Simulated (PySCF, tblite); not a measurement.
**C₄H₆O₃Si: geometry, infrared bands and NMR shifts**

Wanted: the infrared bands and NMR shifts of C₄H₆O₃Si (`C=C[C@@H]1O[SiH2]OC1=O`), by calculation.

The runs use tblite 0.8.0 and PySCF 2.14.0, with density-fitted response routines of our own; the level of theory stands in each step. All values are computed, except where a source is named. Atoms are numbered from 0 throughout.

## Step 1: Starting geometry

14 atoms, charge 0, multiplicity 1; geometry from: force field or distance geometry start.

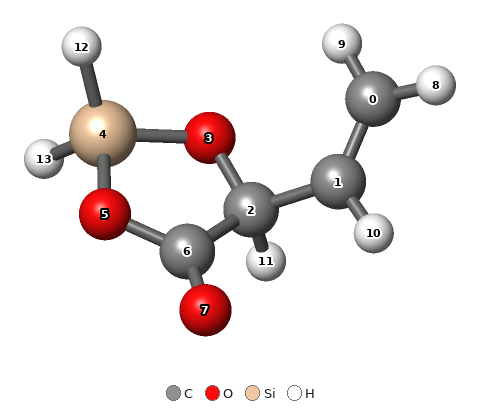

The starting geometry (carbon grey, oxygen red, silicon light orange, hydrogen white), atoms numbered.

## Step 2: Geometry optimisation with GFN2-xTB

Job settings and geometry (Å):

```
{"job": {"kind": "relax", "xc": "GFN2-xTB", "basis": "xTB"}, "charge": 0, "multiplicity": 1}
C     -2.136200    -0.857600     0.221300
C     -1.519700     0.234700    -0.261400
C     -0.058400     0.322400    -0.664500
O      0.607800    -0.916500    -0.502600
Si     2.021000    -0.638700     0.344700
O      1.826800     0.977100     0.647900
C      0.663900     1.448400     0.123300
O      0.287200     2.605000     0.261800
H     -3.190600    -0.815800     0.494400
H     -1.641700    -1.808300     0.349100
H     -2.091000     1.149700    -0.356800
H     -0.015400     0.586300    -1.730300
H      2.053900    -1.422700     1.599400
H      3.191600    -0.864300    -0.548400
```

Launch:

```console
> OMP_NUM_THREADS=1 python probes_run.py task.json out
```

One launch serves the whole session: the jobs run in the order shown.

The log of the run:

```text
step      E/eV     max force
  0    -697.27638    2.842
  1    -697.37125    3.444
  2    -697.46140    0.536
  3    -697.47773    0.544
  4    -697.48681    0.285
  5    -697.49072    0.204
  6    -697.49621    0.210
  7    -697.50084    0.247
  8    -697.50519    0.183
  9    -697.50712    0.081
 10    -697.50814    0.082
 11    -697.50888    0.076
 12    -697.50968    0.082
 13    -697.51040    0.055
 14    -697.51104    0.062
 15    -697.51164    0.068
 16    -697.51223    0.072
 17    -697.51278    0.074
 18    -697.51337    0.070
 19    -697.51415    0.088
 20    -697.51526    0.104
 21    -697.51668    0.106
 22    -697.51807    0.094
 23    -697.51917    0.087
 24    -697.52008    0.092
 25    -697.52104    0.095
 26    -697.52206    0.078
 27    -697.52297    0.067
 28    -697.52373    0.062
 29    -697.52448    0.078
 30    -697.52536    0.078
 31    -697.52634    0.076
 32    -697.52723    0.068
 33    -697.52797    0.064
 34    -697.52866    0.075
 35    -697.52945    0.076
 36    -697.53037    0.073
 37    -697.53121    0.069
 38    -697.53183    0.066
 39    -697.53225    0.052
 40    -697.53258    0.046
 41    -697.53287    0.041
 42    -697.53312    0.045
 43    -697.53338    0.044
 44    -697.53366    0.045
 45    -697.53398    0.052
 46    -697.53428    0.049
 47    -697.53455    0.042
 48    -697.53479    0.040
 49    -697.53499    0.040
 50    -697.53517    0.050
 51    -697.53539    0.062
 52    -697.53562    0.053
 53    -697.53586    0.037
 54    -697.53604    0.036
 55    -697.53617    0.032
 56    -697.53627    0.036
 57    -697.53637    0.026
 58    -697.53645    0.024
 59    -697.53651    0.021
 60    -697.53655    0.017
 61    -697.53658    0.015
 62    -697.53662    0.014
 63    -697.53664    0.012
 64    -697.53666    0.013
 65    -697.53668    0.014
 66    -697.53671    0.015
 67    -697.53676    0.018
 68    -697.53682    0.019
 69    -697.53688    0.020
 70    -697.53693    0.021
 71    -697.53699    0.023
 72    -697.53705    0.022
 73    -697.53711    0.019
 74    -697.53715    0.023
 75    -697.53720    0.024
 76    -697.53726    0.019
 77    -697.53732    0.017
 78    -697.53736    0.016
 79    -697.53739    0.013
 80    -697.53743    0.017
 81    -697.53749    0.022
 82    -697.53754    0.020
 83    -697.53758    0.014
 84    -697.53761    0.016
 85    -697.53764    0.016
 86    -697.53767    0.012
 87    -697.53770    0.012
 88    -697.53771    0.011
 89    -697.53773    0.011
 90    -697.53775    0.013
 91    -697.53778    0.019
 92    -697.53781    0.016
 93    -697.53783    0.010
```

It took 0.9 s on 1 thread of Arm Neoverse N1, shared host; peak memory 0.18 GiB.

Step by step: (not every step is listed)

```csv
step,energy from step 0 (eV),largest force (eV/Å)
0,0.0000,2.8424
1,-0.0949,3.4445
2,-0.1850,0.5363
3,-0.2013,0.5437
4,-0.2104,0.2847
5,-0.2143,0.2042
6,-0.2198,0.2100
7,-0.2245,0.2471
8,-0.2288,0.1830
16,-0.2359,0.0722
24,-0.2437,0.0919
32,-0.2509,0.0679
40,-0.2562,0.0464
48,-0.2584,0.0397
56,-0.2599,0.0357
64,-0.2603,0.0132
72,-0.2607,0.0220
80,-0.2610,0.0168
88,-0.2613,0.0110
89,-0.2613,0.0107
90,-0.2614,0.0132
91,-0.2614,0.0190
92,-0.2614,0.0160
93,-0.2614,0.0099
```

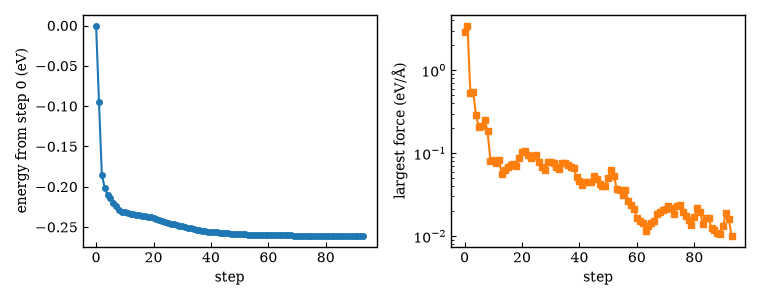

Energy and largest force along the relaxation.

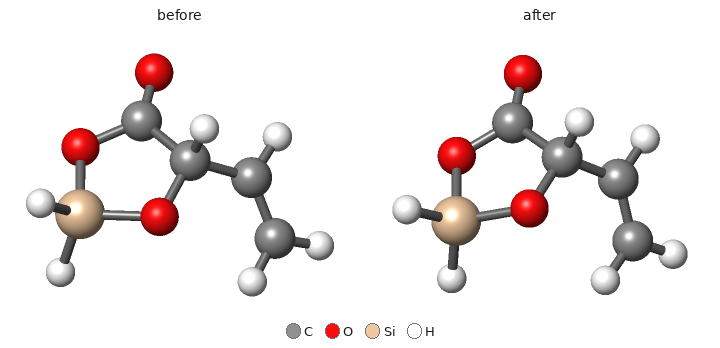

The geometry before (left) and after (right).

Distances of close pairs at the start and the end, largest changes first:

```csv
bond,before (Å),after (Å),change (Å)
Si4–H13,1.490,1.449,-0.041
O3–Si4,1.671,1.631,-0.040
O5–C6,1.360,1.324,-0.036
C6–O7,1.224,1.193,-0.031
Si4–H12,1.480,1.452,-0.028
C0–C1,1.344,1.319,-0.025
C1–C2,1.518,1.501,-0.017
C2–O3,1.416,1.400,-0.016
```

The end geometry stands in the next job.

## Step 3: Infrared spectrum with GFN2-xTB

Job settings and geometry (Å):

```
{"job": {"kind": "ir", "xc": "GFN2-xTB", "basis": "xTB"}, "charge": 0, "multiplicity": 1}
C     -1.931968    -0.847439     0.330136
C     -1.471375     0.239472    -0.257786
C     -0.079743     0.382406    -0.802929
O      0.669179    -0.799296    -0.757241
Si     1.875117    -0.736581     0.338440
O      1.651442     0.869896     0.715459
C      0.640723     1.426868     0.066353
O      0.326144     2.573630     0.165107
H     -2.933238    -0.895232     0.720453
H     -1.328633    -1.734902     0.422581
H     -2.063502     1.137560    -0.359093
H     -0.116242     0.744317    -1.837792
H      1.595888    -1.498070     1.542313
H      3.165530    -0.863101    -0.308166
```

The log of the run:

```text
mode    cm-1     km/mol
  1      63.2      0.86
  2      91.0      5.29
  3     148.9      0.96
  4     206.6      1.79
  5     286.2      8.75
  6     447.6     13.67
  7     473.9     27.72
  8     493.7      1.96
  9     522.6     19.28
 10     585.0     13.36
 11     611.0     29.25
 12     622.9    115.37
 13     683.0    100.58
 14     695.3      5.46
 15     797.9    166.14
 16     836.3     75.28
 17     840.8    225.59
 18     893.3     36.09
 19     928.7     30.35
 20     975.6     12.58
 21    1013.9     30.21
 22    1017.4     37.95
 23    1114.8    144.45
 24    1142.4     82.33
 25    1190.8    346.75
 26    1261.4     16.91
 27    1263.6     12.11
 28    1394.4      0.89
 29    1709.3     17.41
 30    1819.4    522.95
 31    2367.5    295.35
 32    2402.0    136.84
 33    2904.5     21.15
 34    3081.3      9.54
 35    3110.4      8.15
 36    3140.4     27.43
```

Run time: 0.69 s. Hardware: 1 thread of Arm Neoverse N1, shared host; peak memory 0.18 GiB.

Which atoms move in the most intense modes:

```csv
cm⁻¹,km/mol,atoms
623,115.4,"H13 30 %, H12 24 %, O3 14 %, Si4 10 %"
798,166.1,"H12 46 %, H13 43 %"
841,225.6,"O3 30 %, Si4 24 %, O5 21 %"
1115,144.4,"C6 28 %, C2 23 %, O5 13 %"
1191,346.8,"C6 27 %, H11 23 %, O5 17 %, O3 14 %"
1819,523.0,"C6 62 %, O7 37 %"
2368,295.4,"H12 84 %, H13 12 %"
2402,136.8,"H13 85 %, H12 13 %"
```

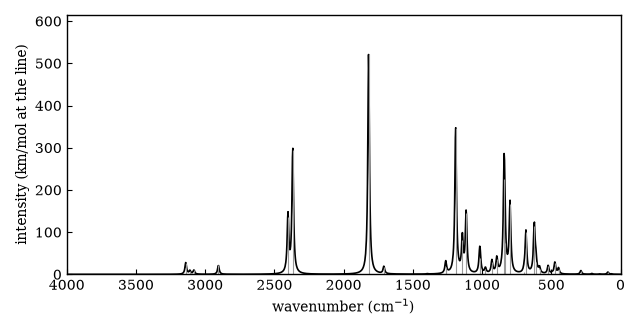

The infrared spectrum from these modes, unscaled. Lines are broadened to a width of 14 cm⁻¹ (Lorentzian).

## Step 4: NMR shieldings: PBE0/pcSseg-1

Same as in step 3 but for these lines:

```diff
@@ -1,2 +1,2 @@
-{"job": {"kind": "ir", "xc": "GFN2-xTB", "basis": "xTB"}, "charge": 0, "multiplicity": 1}
+{"job": {"kind": "nmr", "xc": "PBE0", "basis": "pcSseg-1"}, "charge": 0, "multiplicity": 1}
 C     -1.931968    -0.847439     0.330136
```

Method: GIAO PBE0/pcSseg-1 NMR shielding, non-relativistic, gas phase.

The log of the run:

```text
coarse grid: 12952 points
cycle   1  E = -670.3388997305  dE =  1.620e+00  |g| = 1.137e+00  |ddm| = 3.544e+00
cycle   2  E = -669.8725881802  dE =  4.663e-01  |g| = 1.968e+00  |ddm| = 2.134e+00
cycle   3  E = -670.5572901419  dE = -6.847e-01  |g| = 2.917e-01  |ddm| = 1.491e+00
cycle   4  E = -670.5719399142  dE = -1.465e-02  |g| = 1.011e-01  |ddm| = 2.568e-01
cycle   5  E = -670.5735489421  dE = -1.609e-03  |g| = 2.441e-02  |ddm| = 7.409e-02
cycle   6  E = -670.5736810592  dE = -1.321e-04  |g| = 6.915e-03  |ddm| = 2.482e-02
cycle   7  E = -670.5736898227  dE = -8.763e-06  |g| = 2.856e-03  |ddm| = 6.390e-03
final grid: 122616 points
cycle   8  E = -670.6523417278  dE = -5.891e-06  |g| = 1.484e-02  |ddm| = 2.379e-02
cycle   9  E = -670.6522627316  dE =  7.900e-05  |g| = 2.529e-02  |ddm| = 2.607e-02
cycle  10  E = -670.6523810127  dE = -1.183e-04  |g| = 2.528e-03  |ddm| = 1.687e-02
cycle  11  E = -670.6523822296  dE = -1.217e-06  |g| = 3.965e-04  |ddm| = 1.835e-03
cycle  12  E = -670.6523822542  dE = -2.461e-08  |g| = 1.471e-04  |ddm| = 3.781e-04
cycle  13  E = -670.6523822590  dE = -4.758e-09  |g| = 4.267e-05  |ddm| = 1.400e-04
cycle  14  E = -670.6523822593  dE = -3.993e-10  |g| = 1.212e-05  |ddm| = 3.928e-05
converged SCF energy = -670.6523822593

GIAO shielding tensors (ppm)
atom      isotropic    diamagn.    paramagn.     s11        s22        s33       span
  0 C       67.441     254.296    -186.856    -47.704     70.969    179.057    226.761
  1 C       42.671     257.741    -215.070    -72.312     54.989    145.334    217.645
  2 C      109.413     248.329    -138.916     93.793    103.057    131.389     37.595
  3 O      299.175     398.134     -98.959    260.667    283.355    353.504     92.837
  4 Si     354.745     881.479    -526.734    316.834    370.437    376.964     60.129
  5 O      130.625     398.943    -268.318    -45.507    211.101    226.282    271.789
  6 C       12.521     252.504    -239.983    -88.495     57.295     68.762    157.256
  7 O      -98.491     400.520    -499.010   -389.691   -228.915    323.134    712.824
  8 H       26.068      28.790      -2.722     23.664     25.160     29.381      5.716
  9 H       25.897      32.123      -6.225     22.653     24.407     30.633      7.980
 10 H       25.228      31.231      -6.002     23.182     24.749     27.754      4.572
 11 H       26.666      29.769      -3.102     22.363     26.231     31.405      9.043
 12 H       26.314      30.148      -3.833     22.801     24.142     32.000      9.200
 13 H       26.426      28.996      -2.570     23.268     23.415     32.596      9.328
```

Run time: 50 s. Hardware: 1 thread of Arm Neoverse N1, shared host; peak memory 0.78 GiB.

Shifts follow as δ = σ(reference) − σ, with reference shieldings (ppm) from runs at the same level and on the same kind of geometry: 1H TMS 31.72, 13C TMS 186.9, 29Si TMS 349.2, 17O H2O 336.1. The references are single molecules in the gas phase, so shifts against H2O, NH3, PH3, H3PO4 or CFCl3 are not on the usual liquid scales and can be off by tens of ppm.

```csv
atoms,environment,σ (ppm),δ (ppm),δ scaled to CDCl3
C6,carbonyl carbon,12.5,174.4,168.3
C1,alkene CH,42.7,144.3,138.9
C0,terminal =CH2 carbon,67.4,119.5,114.7
C2,"sp3 CH bonded to O, α to a carbonyl",109.4,77.5,73.7
H10,hydrogen on an alkene CH,25.23,6.49,6.22
H9,hydrogen on a terminal =CH2 carbon,25.90,5.82,5.59
H8,hydrogen on a terminal =CH2 carbon,26.07,5.65,5.43
H12,"hydrogen on a silicon bonded to 2 O, in a 5-membered ring",26.31,5.40,–
H13,"hydrogen on a silicon bonded to 2 O, in a 5-membered ring",26.43,5.29,–
H11,"hydrogen on an sp3 CH bonded to O, α to a carbonyl",26.67,5.05,4.87
O7,carbonyl oxygen,-98.5,434.6,–
O5,"oxygen bonded to C, Si, in a 5-membered ring",130.6,205.5,–
O3,"oxygen bonded to C, Si, in a 5-membered ring",299.2,36.9,–
Si4,"silicon bonded to 2 O, 2 H, in a 5-membered ring",354.7,-5.6,–
```

The scaled column applies a straight-line fit of computed shieldings to shifts measured in CDCl3 (root-mean-square error 0.16 ppm for H, 1.9 ppm for C).

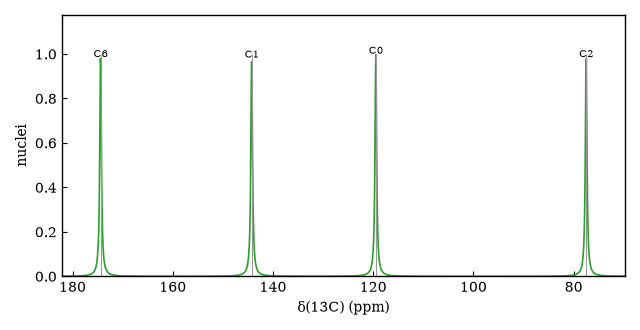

13C lines at the computed shifts, without couplings. Lines are broadened to a width of 0.39 ppm (Lorentzian).

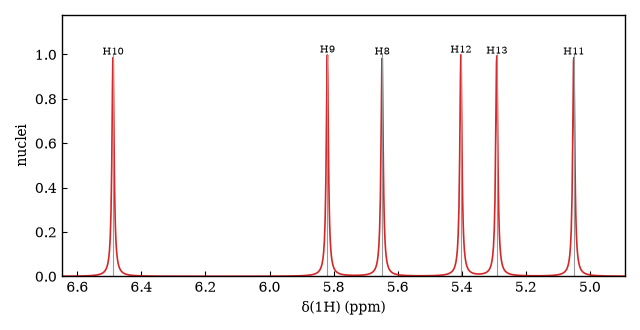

1H lines at the computed shifts, without couplings. Lines are broadened to a width of 0.01 ppm (Lorentzian).

Charges from the same density, by scheme (e):

```csv
atoms,Mulliken,IAO,Hirshfeld,ESP fit
C0,-0.13,-0.31,-0.10,-0.43
C1,-0.21,-0.15,-0.05,-0.07
C2,0.04,0.02,0.04,0.09
O3,-0.61,-0.65,-0.23,-0.46
Si4,0.97,1.23,0.50,0.84
O5,-0.54,-0.58,-0.20,-0.47
C6,0.50,0.51,0.20,0.65
O7,-0.37,-0.44,-0.26,-0.51
```

ESP fit charges:

C0 -0.43; C1 -0.07; C2 0.09; O3 -0.46; Si4 0.84; O5 -0.47; C6 0.65; O7 -0.51; H8 0.19; H9 0.19; H10 0.11; H11 0.10; H12 -0.11; H13 -0.11

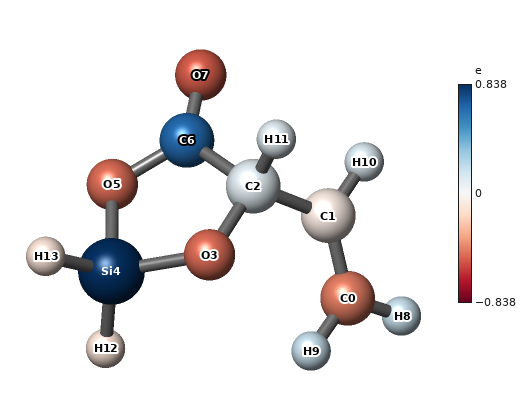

ESP fit charges, as colours on the atoms.

Mayer bond orders: C0–C1 1.98, C1–C2 0.99, C2–O3 0.88, O3–Si4 0.99, Si4–O5 0.88, O5–C6 1.04, C6–O7 2.02, C6–C2 0.96.

Ring of atoms C2, O3, Si4, O5, C6: NICS(0) -4.7, NICS(1) -2.2, NICS(1)zz -3.7 ppm (means of both faces).

Orbitals, density, ELF and potential are computed afterwards from the orbital file.

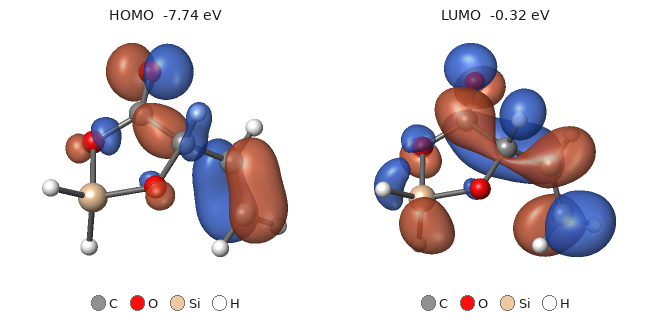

PBE0/pcSseg-1 orbitals near the gap, drawn at the value that encloses 70 % of each; the two colours are the two signs.

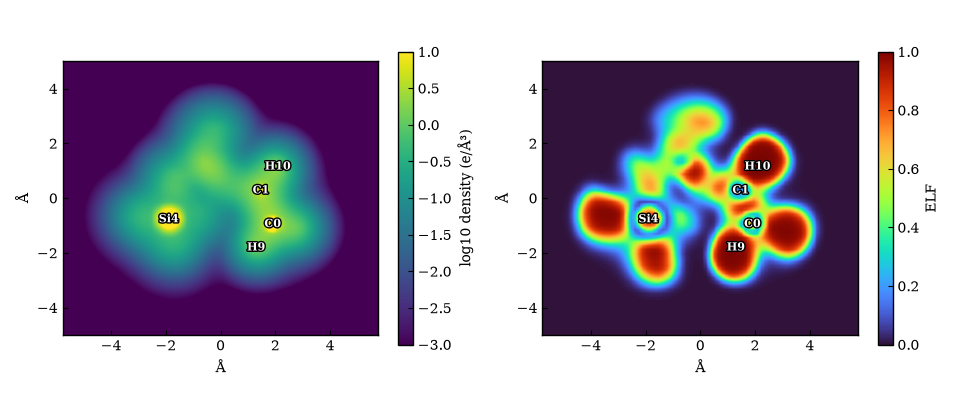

Density (left) and ELF (right) in a plane through or near 5 of the atoms.

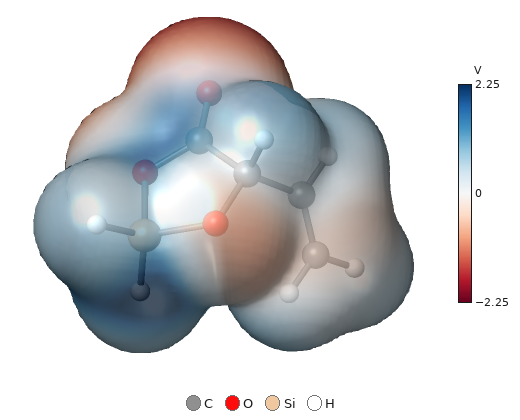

Electrostatic potential on the surface of density 0.002 e/bohr³; red is low, blue high. It runs from -1.75 V near O7 to 2.25 V near Si4.

## Step 5: Outcome

```
                                 quantity                                   value
strongest single infrared mode (GFN2-xTB)                   1819 cm⁻¹, 523 km/mol
             zero-point energy (GFN2-xTB)                           58.8 kcal/mol
   13C shifts against TMS (PBE0/pcSseg-1)           174.4, 144.3, 119.5, 77.5 ppm
    1H shifts against TMS (PBE0/pcSseg-1)  6.49, 5.82, 5.65, 5.40, 5.29, 5.05 ppm
   17O shifts against H2O (PBE0/pcSseg-1)                  434.6, 205.5, 36.9 ppm
  29Si shifts against TMS (PBE0/pcSseg-1)                                -5.6 ppm
    surface potential, least and greatest                      -1.75 V and 2.25 V
```

In words: Relaxing lowered the energy by 0.261 eV in 93 steps; the close pair that moved most is Si4–H13, from 1.490 to 1.449 Å. All 36 modes are real, so the xTB geometry is a minimum. The strongest single mode, at 1819 cm⁻¹, moves mainly C6 and O7. Unscaled tight-binding wavenumbers are off by several per cent, some by more. Its intensities can rank the bands wrongly. H10 (hydrogen on an alkene CH) lies farthest downfield among hydrogen, at 6.49 ppm; attached to an sp2 carbon and in the plane of the double bond. At PBE0/pcSseg-1: The largest span, 713 ppm, is at O7, where the paramagnetic term is -499 ppm. By nearest atom (PBE0/pcSseg-1), the HOMO sits on O7 28 %; C0 23 % and the LUMO on C0, C1, C6 about 16 % each; O7 11 %.
